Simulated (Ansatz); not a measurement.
**HF/STO-3G run of NH3S (Thiohydroxylamine)**

Aim: the vertical ionisation energy of NH3S (Thiohydroxylamine) at HF/STO-3G, from 2 runs. 

The calculation is run with Ansatz 0.2.0.

57 further runs of the same task are left out: 2 that didn't finish, 55 set aside as unsound or not needed.

### 1 The structure to begin with

The species is NH3S (5 atoms), meant as a singlet with charge 0. As SMILES, `NS`. The coordinates come from a GFN2-xTB relaxation. This is one conformer, not always the lowest.

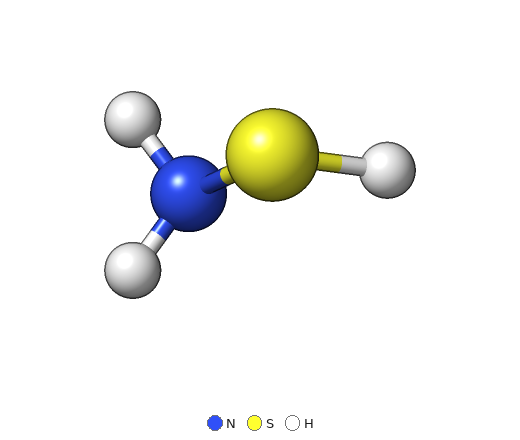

The structure, seen from a chosen angle (nitrogen blue, sulfur yellow, hydrogen white).

### 2 A single-point energy at HF/STO-3G

File run.yaml:

```yaml
crystal:
  periodic: [false, false, false]
  atoms:
    - symbol: N
      position_ang: [-0.162760, -0.507400, -0.231700]
    - symbol: S
      position_ang: [0.168270, 0.954370, 0.610330]
    - symbol: H
      position_ang: [0.015040, -1.300690, 0.375430]
    - symbol: H
      position_ang: [-1.135990, -0.524720, -0.519210]
    - symbol: H
      position_ang: [1.115440, 1.378440, -0.234860]
basis:
  gaussian: {orbitals: STO-3G}
accuracy: high
hamiltonian: {xc: hf}
```

Run with:

```sh
$ ansatz run run.yaml --threads 1 --pin off --max-ram 2610MiB --events-out events.jsonl --progress --plain --runs-dir runs
```

Standard output:

```text
Warning: RAYON_NUM_THREADS=1 ignored (pool sized by the plan → 1); use --threads N
Functional definition: HF
  name "HF"
  exchange = exact_x
  correlation = 0
289 factors; integrals over basis functions are off by at most 1.1e-8 eV
mean field evaluation 1: about -12207.0849 eV, gradient 9.1e0 eV
mean field evaluation 2: about -12207.1674 eV, gradient 9.1e0 eV
mean field evaluation 4: about -12207.5405 eV, gradient 5.9e-1 eV
mean field evaluation 8: about -12207.5428 eV, gradient 2.2e-6 eV
mean field -12207.54276496 eV, -448.6189220427 hartree, gradient 1.9e-8 eV, S^2 0.000000; 0 other end points of the search recorded, 0 dependent functions left out
reference -12207.54276496 eV, -448.6189220427 hartree; 13, 13 occupied and 4, 4 virtual orbitals, 289 factors
Total energy: -12207.54276496 eV, -448.6189220427 hartree
```

Wall time 0.08 s (1 thread of Arm Neoverse V1, shared host).

### 3 The doublet cation

File in.yaml:

```yaml
crystal:
  periodic: [false, false, false]
  atoms:
    - {symbol: "N", position_ang: [-0.162760, -0.507400, -0.231700]}
    - {symbol: S, position_ang: [0.168270, 0.954370, 0.610330]}
    - {symbol: H, position_ang: [0.015040, -1.300690, 0.375430]}
    - {symbol: H, position_ang: [-1.135990, -0.524720, -0.519210]}
    - {symbol: H, position_ang: [1.115440, 1.378440, -0.234860]}
basis:
  gaussian:
    orbitals: STO-3G
hamiltonian:
  xc: hf
total_charge: 1
magnetization:
  spin_polarized: true
  initial_magnetization: 1
accuracy: high
```

Run with:

```sh
$ ansatz run in.yaml --threads 1 --pin off --max-ram 2610MiB --events-out events.jsonl --progress --plain --runs-dir runs
```

Standard output:

```text
Warning: RAYON_NUM_THREADS=1 ignored (pool sized by the plan → 1); use --threads N
Functional definition: HF
  name "HF"
  exchange = exact_x
  correlation = 0
289 factors; integrals over basis functions are off by at most 1.1e-8 eV
mean field evaluation 1: about -12199.6431 eV, gradient 1.4e1 eV
mean field evaluation 2: about -12199.7091 eV, gradient 1.4e1 eV
mean field evaluation 4: about -12201.1015 eV, gradient 1.1e0 eV
mean field evaluation 8: about -12201.1290 eV, gradient 1.1e-3 eV
mean field evaluation 16: about -12200.0652 eV, gradient 8.1e0 eV
mean field evaluation 32: about -12200.8832 eV, gradient 9.6e-1 eV
mean field -12201.12772519 eV, -448.3831736793 hartree, gradient 1.8e-8 eV, S^2 0.761468; 1 other end points of the search recorded, 0 dependent functions left out
reference -12201.12772519 eV, -448.3831736793 hartree; 13, 12 occupied and 4, 5 virtual orbitals, 289 factors
Total energy: -12201.12772519 eV, -448.3831736793 hartree
```

Run time: 0.12 s. Hardware: 1 thread of Arm Neoverse V1, shared host.

### 4 What came out

Level: HF/STO-3G.

```
                                          quantity          value
                        singlet NH3S: total energy  -448.61892 Eh
                      doublet cation: total energy  -448.38317 Eh
                              doublet cation: ⟨S²⟩          0.761
vertical ionisation energy (to the doublet cation)       6.415 eV
```

In words: Removing an electron at fixed nuclei costs 6.42 eV (148 kcal/mol). In a minimal basis such a difference can be off by several eV, whatever the method.
